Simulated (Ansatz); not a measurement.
Start from InSb in the zinc blende structure (space group F-43m, No. 216; a = 6.5189 Å).

Structures relaxed with Kohn–Sham DFT with the PBEsol functional, run in Ansatz (a quantum-chemistry and plane-wave program) with PAW and 420 eV plane waves, scalar-relativistic without spin-orbit coupling.

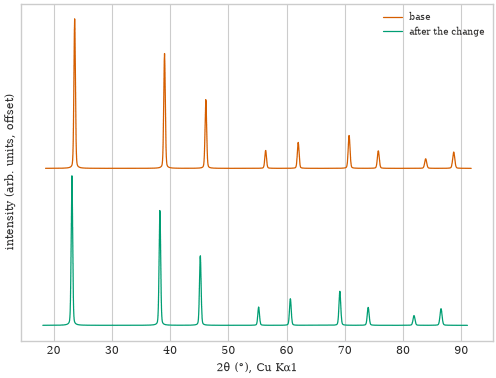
*Simulated powder patterns before (top) and after one change*

**Question.** Which of these changes matches the shifts?
A. isotropic strain +2.00 %
B. isotropic strain −1.50 %
C. isotropic strain −2.00 %
D. isotropic strain +2.50 %

**Answer.** A, isotropic strain +2.00 %. Its volume per atom is 36.75 Å³ against 34.63 Å³, and its space group is F-43m (No. 216).

Whether these cells are dynamically stable was not tested. All final runs are without spin polarisation.
